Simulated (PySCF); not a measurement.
# TaON: singlet, from a linear start

Where does singlet TaON go from a linear start, is the end point a minimum, and what are its modes, charges and moments?

Computed with PySCF 2.14.0. Level: PBE0, basis Ta def2-TZVP with ECP60, O def2-TZVP, N def2-TZVP, scalar-relativistic core potentials, no spin–orbit coupling, density fitting.

## (1) Where the work starts

3 atoms, charge 0, spin multiplicity 1.

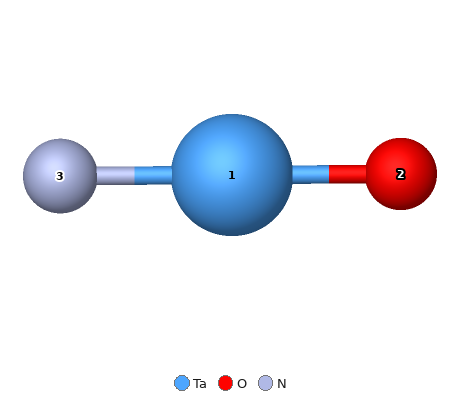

The starting geometry (tantalum blue, oxygen red, nitrogen light blue); atoms are numbered from 1 in the order of the file.

Z-matrix (Å, degrees; charge 0 multiplicity 1):
```
Ta
O  1 1.8300
N  1 1.8600 2 180.00
```

## (2) The SCF at the typed geometry

The steps below are one call of a driver around PySCF. For each, scf.py gives the equivalent set-up of the SCF; relaxations use the driver's own optimiser. After this first run the driver tries any further starts and a stability analysis.

File scf.py:

```python
from pyscf import gto, scf, dft
mol = gto.M(atom='''
Ta     0.000000     0.000000     0.000000
O      0.000000     0.000000    -1.830000
N      0.000000     0.000000     1.860000''',
    basis={'Ta': 'def2-TZVP', 'O': 'def2-TZVP', 'N': 'def2-TZVP'},
    ecp={'Ta': 'def2-TZVP'},
    charge=0, spin=0)
mf = dft.RKS(mol, xc='PBE0')
mf.grids.atom_grid = (50, 194)
aux = {'Ta': 'def2-universal-JKFIT', 'O': 'def2-universal-JKFIT', 'N': 'def2-universal-JKFIT'}
mf = mf.density_fit(auxbasis=aux)
mf.conv_tol = 1e-08
mf.diis_space = 10
mf.max_cycle = 60
mf.init_guess = 'minao'
mf.verbose = 4
mf.kernel()
```

On the command line:

```console
$ OMP_NUM_THREADS=2 python axn.py task.json out
```

Output, cut to the lines that bear on the results:

```text
[... the frontier levels of the middle cycles are left out ...]
init E= -167.490596730479
  HOMO = -0.44605105924262  LUMO = -0.392475993038577  gap/eV = 1.45785
cycle= 1 E= -186.331781494651  delta_E= -18.8  |g|= 1.22  |ddm|= 7.85
  HOMO = -0.137601310543857  LUMO = -0.102151980297279  gap/eV = 0.96463
cycle= 2 E= -179.2824854014  delta_E= 7.05  |g|= 4.25  |ddm|= 3.58
  HOMO = -0.126584615842958  LUMO = -0.106740902621766  gap/eV = 0.53997
cycle= 3 E= -186.467609800407  delta_E= -7.19  |g|= 0.883  |ddm|= 3.15
cycle= 4 E= -186.165212065881  delta_E= 0.302  |g|= 1.42  |ddm|= 1.89
cycle= 5 E= -186.656062491122  delta_E= -0.491  |g|= 0.309  |ddm|= 1.36
cycle= 6 E= -186.678237316408  delta_E= -0.0222  |g|= 0.0884  |ddm|= 0.421
cycle= 7 E= -186.678576214119  delta_E= -0.000339  |g|= 0.0871  |ddm|= 0.129
cycle= 8 E= -186.67803993693  delta_E= 0.000536  |g|= 0.0985  |ddm|= 0.0128
cycle= 9 E= -186.680343857742  delta_E= -0.0023  |g|= 0.0213  |ddm|= 0.105
cycle= 10 E= -186.680450866874  delta_E= -0.000107  |g|= 0.00156  |ddm|= 0.0202
cycle= 11 E= -186.680451544748  delta_E= -6.78e-07  |g|= 0.000886  |ddm|= 0.00295
cycle= 12 E= -186.680451728772  delta_E= -1.84e-07  |g|= 0.000334  |ddm|= 0.00157
cycle= 13 E= -186.680451755459  delta_E= -2.67e-08  |g|= 8.25e-05  |ddm|= 0.000204
cycle= 14 E= -186.680451757066  delta_E= -1.61e-09  |g|= 1.29e-05  |ddm|= 5.17e-05
  HOMO = -0.253805706170542  LUMO = -0.193860129907375  gap/eV = 1.63120
Extra cycle  E= -186.680451755889  delta_E= 1.18e-09  |g|= 7.11e-05  |ddm|= 7.49e-05
converged SCF energy = -186.680451755889
```

This step, with its further starts and checks, took 7.5 s on 2 threads of Arm Neoverse V1, shared host.

Energies from each starting density:

```
                      start  energy (Eh)
    the minimal-basis guess  -186.680452
a thermally smeared density  -186.680452
      a smeared PBE density  -186.680452
```

The test of internal stability and the other starts found no lower closed-shell solution.

## (3) Linear start, singlet: relaxation

The program finds C∞v symmetry in the start, which this walk keeps. Threshold on the gradient: 0.0003 Eh/bohr, with a further test on the energy change.

scf.py, as its differences from that of step 2:

```diff
@@ -3,3 +3,3 @@
-Ta     0.000000     0.000000     0.000000
-O      0.000000     0.000000    -1.830000
-N      0.000000     0.000000     1.860000''',
+Ta     0.000000    -0.000000     0.015288
+O      0.000000     0.000000    -1.814712
+N      0.000000    -0.000000     1.875288''',
@@ -16 +15,0 @@
-mf.init_guess = 'minao'
```

Energy and gradient, step by step:

```
step  energy (Eh)  change (kJ/mol)  largest symmetric gradient (Eh/bohr)
   0  -186.680452             0.00                               0.12083
   1  -186.701104           -54.22                               0.02416
   2  -186.701647           -55.65                               0.00559
   3  -186.701672           -55.71                               0.00174
   4  -186.701675           -55.72                               0.00002
```

The walk took 8.5 s.

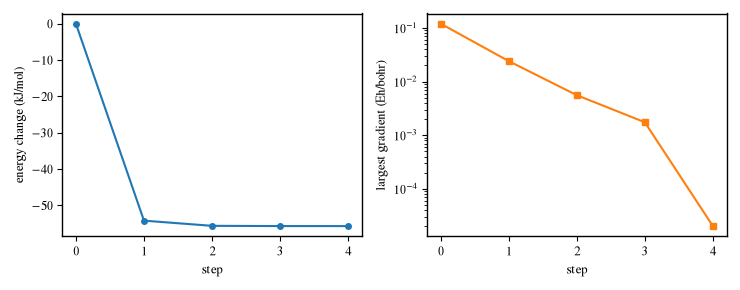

How energy and gradient fall.

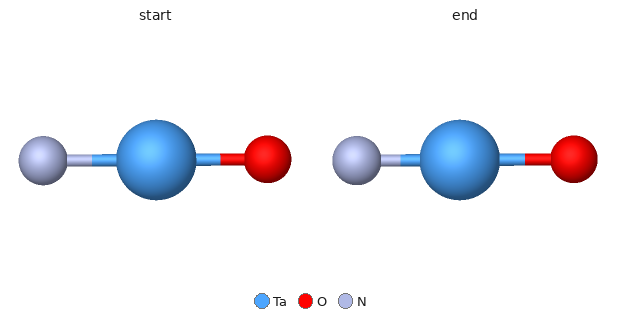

Start and end of the relaxation.

End point (C∞v, 4 steps, 55.7 kJ/mol gained): Ta–N 1.692 Å, Ta–O 1.877 Å; N–Ta–O 180.0°.

## (4) Frequencies

On the finer grid the gradient is checked again; gradients at displacements of ±0.02 bohr then give force constants and infrared intensities.

scf.py, as its differences from that of step 3:

```diff
@@ -3,3 +3,3 @@
-Ta     0.000000    -0.000000     0.015288
-O      0.000000     0.000000    -1.814712
-N      0.000000    -0.000000     1.875288''',
+Ta    -0.000000    -0.000000     0.030054
+O      0.000000     0.000000    -1.846733
+N     -0.000000    -0.000000     1.721554''',
@@ -10 +10 @@
-mf.grids.atom_grid = (50, 194)
+mf.grids.atom_grid = (75, 302)
@@ -13 +13 @@
-mf.conv_tol = 1e-08
+mf.conv_tol = 1e-10
```

The driver hands on the density of the step before, so the log starts near convergence.

Log of the central SCF (cycles and frontier levels):

```text
init E= -186.701701360351
  HOMO = -0.255907237035611  LUMO = -0.172879984652942  gap/eV = 2.25929
cycle= 1 E= -186.701701359905  delta_E= 4.45e-10  |g|= 4.59e-05  |ddm|= 4.7e-05
  HOMO = -0.255906621111819  LUMO = -0.172874250238303  gap/eV = 2.25943
cycle= 2 E= -186.701701352442  delta_E= 7.46e-09  |g|= 0.000187  |ddm|= 0.000182
  HOMO = -0.255906700701001  LUMO = -0.172878674323138  gap/eV = 2.25931
cycle= 3 E= -186.701701360363  delta_E= -7.92e-09  |g|= 8.97e-06  |ddm|= 0.000143
  HOMO = -0.255906934871099  LUMO = -0.172878720540739  gap/eV = 2.25931
cycle= 4 E= -186.70170136038  delta_E= -1.71e-11  |g|= 5.18e-07  |ddm|= 6.53e-06
  HOMO = -0.255906989416516  LUMO = -0.172878778107773  gap/eV = 2.25931
Extra cycle  E= -186.701701360379  delta_E= 9.66e-13  |g|= 1.53e-06  |ddm|= 1.84e-06
converged SCF energy = -186.701701360379
```

The whole step took 24 s.

Geometry: C∞v; Ta–N 1.692 Å, Ta–O 1.877 Å; N–Ta–O 180.0°.

Modes, for the most abundant isotopes:

| symmetry | ω (cm⁻¹) | IR (km/mol) | μ (u) | type |
| --- | --- | --- | --- | --- |
| π | 338i | 158 | 16.96 | bend |
| σ+ | 737 | 73.6 | 17.39 | stretch |
| σ+ | 1064 | 76.5 | 14.76 | stretch |

With 2 modes imaginary (up to 338i cm⁻¹) this point is a saddle.

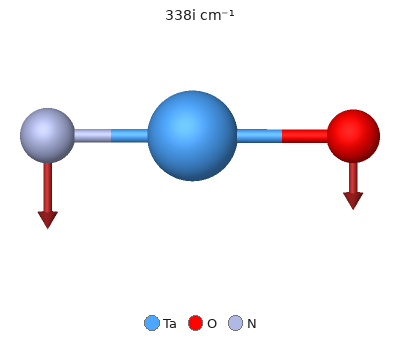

The imaginary mode, as arrows.

Properties at this point:

| Property | Result |
| --- | --- |
| Dipole moment | 1.65 D |
| Highest occupied level | -6.96 eV |
| Lowest empty level | -4.70 eV |
| Rotational constants | 0.1752 cm⁻¹ |
| Zero-point energy (real modes) | 10.8 kJ/mol |
| Principal polarisabilities | 49.8, 49.8, 71.6 bohr³ |
| Atomisation energy without zero-point energy | 831 kJ/mol |
| Principal traceless quadrupole moments about the centre of mass | -16.49, 8.24, 8.24 D Å |

Charges (e) and bond orders:

```json
{"atom": "Ta1", "Mulliken": "0.96", "Löwdin": "0.79", "polar tensor": "1.63", "Mayer order to Ta1": "–"}
{"atom": "O2", "Mulliken": "-0.61", "Löwdin": "-0.51", "polar tensor": "-0.83", "Mayer order to Ta1": "1.93"}
{"atom": "N3", "Mulliken": "-0.35", "Löwdin": "-0.28", "polar tensor": "-0.80", "Mayer order to Ta1": "2.79"}
```

Mulliken populations on Ta1 (outside its core potential): s 2.83, p 6.43, d 2.62, f 0.16.

## (5) Following the imaginary mode

The start is the last point, displaced along its most imaginary mode.

The program finds Cs symmetry in the start, which this walk keeps.

scf.py, as its differences from that of step 4:

```diff
@@ -3,3 +3,3 @@
-Ta    -0.000000    -0.000000     0.030054
-O      0.000000     0.000000    -1.846733
-N     -0.000000    -0.000000     1.721554''',
+Ta    -0.000450    -0.017650     0.030021
+O      0.002415     0.094654    -1.846766
+N      0.003060     0.119961     1.721521''',
@@ -10 +10 @@
-mf.grids.atom_grid = (75, 302)
+mf.grids.atom_grid = (50, 194)
@@ -13 +13 @@
-mf.conv_tol = 1e-10
+mf.conv_tol = 1e-08
```

Energy and gradient, step by step:

```
step  energy (Eh)  change (kJ/mol)  largest symmetric gradient (Eh/bohr)
   0  -186.704669             0.00                               0.02454
   1  -186.713971           -24.42                               0.04662
   2  -186.738326           -88.37                               0.04964
   3  -186.767127          -163.98                               0.07336
   4  -186.796381          -240.79                               0.09039
   5  -186.812240          -282.43                               0.02640
   6  -186.813580          -285.95                               0.00687
   7  -186.813641          -286.11                               0.00174
   8  -186.813645          -286.12                               0.00015
   9  -186.813645          -286.12                               0.00003
```

The walk took 18 s.

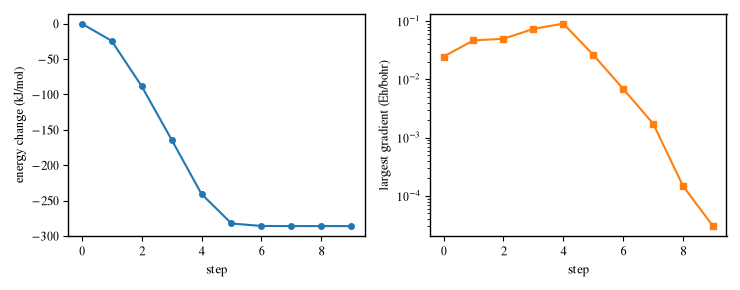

Energy and largest gradient along the walk.

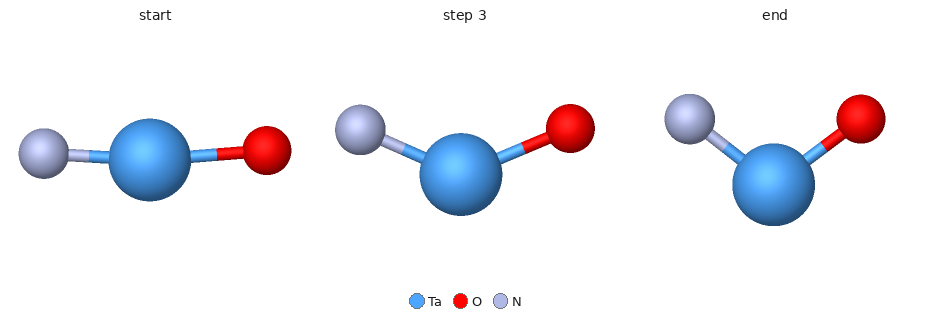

The geometry along the walk, at one scale.

End point (Cs, 9 steps, 286.1 kJ/mol gained): Ta–N 1.706 Å, Ta–O 1.748 Å; N–Ta–O 104.9°.

## (6) Is it a minimum? Harmonic modes

As before: finer grid, then central differences.

scf.py, as its differences from that of step 5:

```diff
@@ -3,3 +3,3 @@
-Ta    -0.000450    -0.017650     0.030021
-O      0.002415     0.094654    -1.846766
-N      0.003060     0.119961     1.721521''',
+Ta    -0.003800    -0.148950     0.019796
+O      0.022288     0.873598    -1.398231
+N      0.023726     0.930001     1.341278''',
@@ -10 +10 @@
-mf.grids.atom_grid = (50, 194)
+mf.grids.atom_grid = (75, 302)
@@ -13 +13 @@
-mf.conv_tol = 1e-08
+mf.conv_tol = 1e-10
```

SCF at the final geometry:

```text
init E= -186.813737406426
  HOMO = -0.223865057740479  LUMO = -0.14365644467772  gap/eV = 2.18259
cycle= 1 E= -186.813737406412  delta_E= 1.35e-11  |g|= 8.22e-06  |ddm|= 6.04e-06
  HOMO = -0.223863577933628  LUMO = -0.143657410839285  gap/eV = 2.18252
Extra cycle  E= -186.81373740622  delta_E= 1.92e-10  |g|= 3.11e-05  |ddm|= 1.94e-05
converged SCF energy = -186.81373740622
```

The whole step took 36 s on 2 threads of Arm Neoverse V1, shared host.

Geometry: Cs; Ta–N 1.706 Å, Ta–O 1.748 Å; N–Ta–O 105.0°.

Harmonic modes (main isotopes):

```tsv
symmetry	ω (cm⁻¹)	IR (km/mol)
a'	380	2.3
a'	907	198
a'	1031	14.1
```

Every mode is real; the point is a minimum.

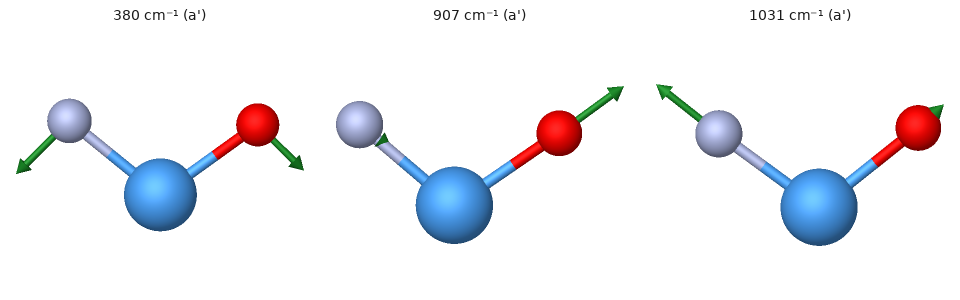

How the atoms move in 3 of the modes.

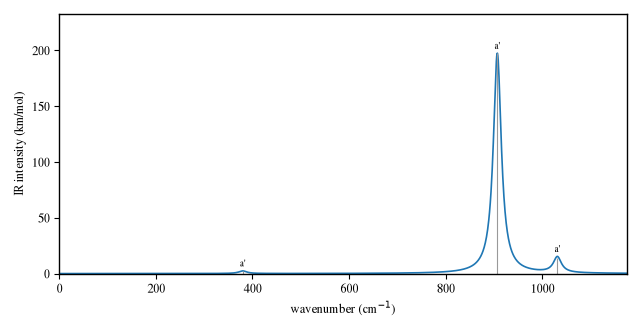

The harmonic infrared spectrum (widths in cm⁻¹). Lines are broadened to a width of 20 cm⁻¹ (Lorentzian).

Properties at this point:

| Quantity | Value |
| --- | --- |
| Dipole moment | 7.33 D |
| Highest occupied level | -6.09 eV |
| Lowest empty level | -3.91 eV |
| Rotational constants | 0.5996, 0.2969, 0.1986 cm⁻¹ |
| Zero-point energy | 13.9 kJ/mol |
| Principal polarisabilities | 25.6, 42.9, 66.9 bohr³ |
| Atomisation energy without zero-point energy | 1126 kJ/mol |
| Principal traceless quadrupole moments about the centre of mass | -12.46, 0.81, 11.65 D Å |
| Entropy at 298.15 K and 1 bar | 278.5 J/(mol K) |
| Heat capacity Cp at 298.15 K | 43.1 J/(mol K) |
| Enthalpy at 298.15 K above 0 K | 11.00 kJ/mol |
| Rotational symmetry number | 1 |

Charges (e) and bond orders:

| atom | Mulliken | Löwdin | polar tensor | Mayer order to Ta1 |
| --- | --- | --- | --- | --- |
| Ta1 | 1.02 | 0.71 | 1.44 | – |
| O2 | -0.53 | -0.34 | -0.80 | 2.11 |
| N3 | -0.49 | -0.37 | -0.64 | 2.93 |

Mulliken populations on Ta1 (outside its core potential): s 2.25, p 6.24, d 3.39, f 0.11.

## (7) Would spin polarisation lower it?

At the lowest minimum the closed shell is tested against spin polarisation, on the (50, 194) grid. It is stable.

## (8) The points found, side by side

| spin | group | bonds | imaginary modes (cm⁻¹) | ΔE (kJ/mol) | with zero-point energy |
| --- | --- | --- | --- | --- | --- |
| singlet | Cs | Ta–N 1.706 Å, Ta–O 1.748 Å | none | 0.0 | 0.0 |
| singlet | C∞v | Ta–N 1.692 Å, Ta–O 1.877 Å | 338i, 338i | 294.2 | – |

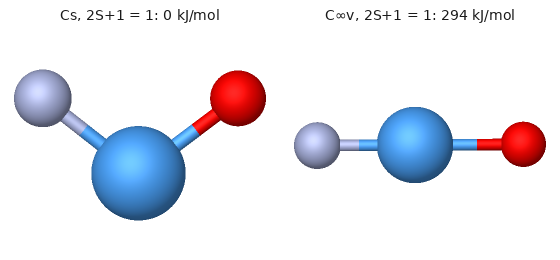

The points, lowest first (tantalum blue, oxygen red, nitrogen light blue).

## (9) Outcome

| quantity | value |
| --- | --- |
| minimum | singlet, Cs |
| geometry | Ta–N 1.706 Å, Ta–O 1.748 Å; N–Ta–O 105.0° |
| wavenumbers (cm⁻¹) | 380 (a'), 907 (a'), 1031 (a') |
| dipole moment | 7.33 D |
| highest occupied, lowest empty level | -6.09, -3.91 eV |
| polar-tensor charge of Ta1 | +1.44 e |
| zero-point energy | 13.9 kJ/mol |
| entropy at 298.15 K | 278.5 J/(mol K) |
| atomisation energy (no zero-point energy) | 1126 kJ/mol |

**Reading.** From C∞v at the start the molecule goes to a Cs minimum, after a stop at a second-order saddle point 294.2 kJ/mol higher, from which it was pushed off along an imaginary mode. In the infrared the band at 907 cm⁻¹ (a', stretch) leads. With 7.3 D the molecule is strongly polar. Only this shape and spin were tried, so other structures or states may lie lower. Spin–orbit coupling, left out here, can matter for elements this heavy.

The search up to here took 96 s.
